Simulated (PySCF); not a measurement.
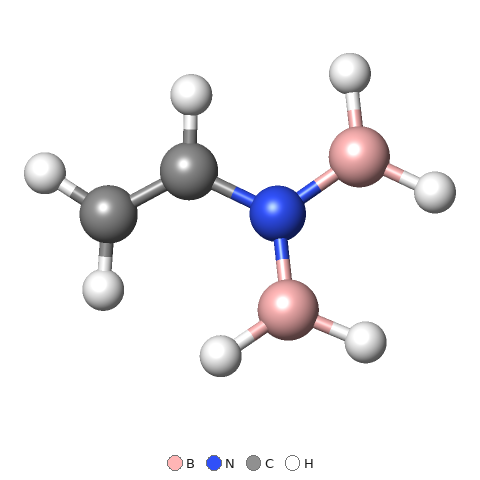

The molecule: C₂H₇B₂N, SMILES BN(B)C=C.

Vertical TDDFT excitations, PBE0/def2-SVPD, PySCF 2.14.0, at a PBE0-D3(BJ)/def2-SVP geometry (no frequency check), gas phase.

Q: Predict the low-lying singlet excitations and the spectrum.

A: The lowest singlet lies at 4.84 eV (256 nm, f = 0.033); the brightest of the first 10 is S3 at 5.96 eV (208 nm), f = 0.285, mainly HOMO → LUMO+1 (93 %). No singlet lies below 3.1 eV (beyond 400 nm), so at this level no vertical transition falls in the visible.


```tsv
state	E (eV)	λ (nm)	f	main character
S1	4.84	256	0.033	HOMO → LUMO (99 %)
S2	5.89	211	0.004	HOMO−1 → LUMO (95 %)
S3	5.96	208	0.285	HOMO → LUMO+1 (93 %)
S4	6.49	191	0.002	HOMO−2 → LUMO (68 %)
S5	7.05	176	0.013	HOMO → LUMO+2 (85 %)
S6	7.09	175	0.007	HOMO−1 → LUMO+1 (63 %)
S7	7.34	169	0.023	HOMO−3 → LUMO (77 %)
S8	7.53	165	0.067	HOMO → LUMO+3 (54 %)
S9	7.63	162	0.036	HOMO → LUMO+4 (56 %)
S10	7.71	161	0.003	HOMO−2 → LUMO+1 (83 %)
```

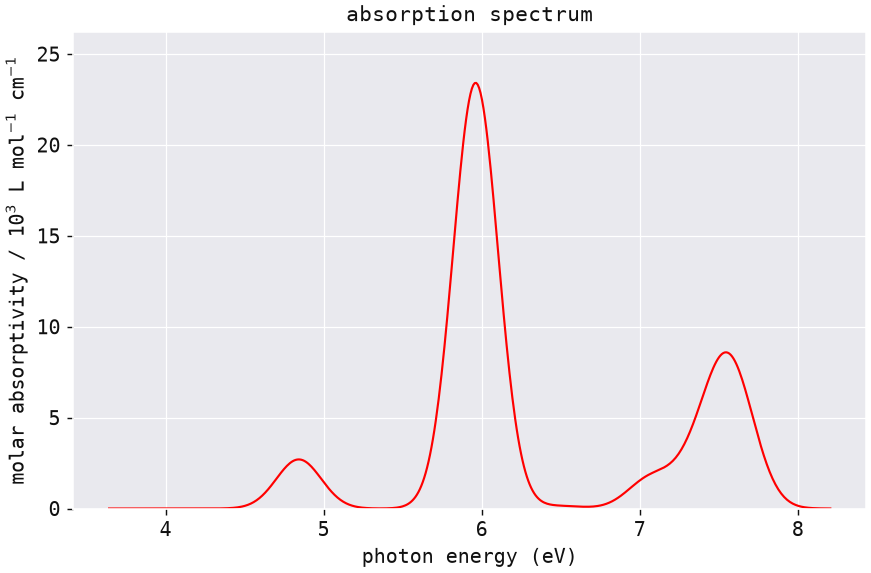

Only the first 10 singlet excitations are included; each is broadened by a Gaussian of 1/e half-width 0.20 eV.

Note: states above the negative HOMO energy depend on the basis; one conformer of a flexible molecule; core orbitals are frozen in the response.
